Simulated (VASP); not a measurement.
Band structure of SiOs (space group P2_13). Level of theory: r2SCAN meta-GGA, VASP's PBE PAW potentials (set 64) (plane waves; VASP).

Unless said otherwise, spin-orbit coupling is left out, though it shifts the bands of the heavy elements here.

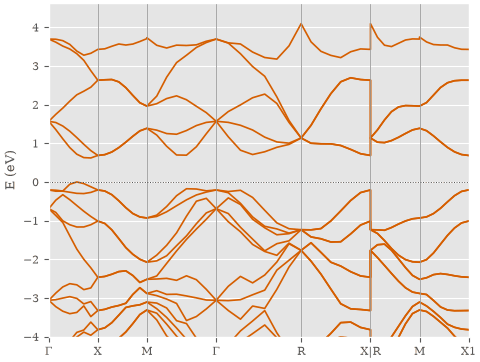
*Bands along high-symmetry lines, zero at the valence-band maximum or, without a gap, the Fermi level*

Problem. Read the plot: is there a gap, and where are the band edges?

Solution. The gap is indirect, 0.62 eV, from the valence maximum at Γ-X at 0.57 to the conduction minimum at (0.40, 0.00, 0.00).

The structure comes from a computed database's SiOs entry (P2_13); how it stands against other phases isn't given here. It was relaxed first.
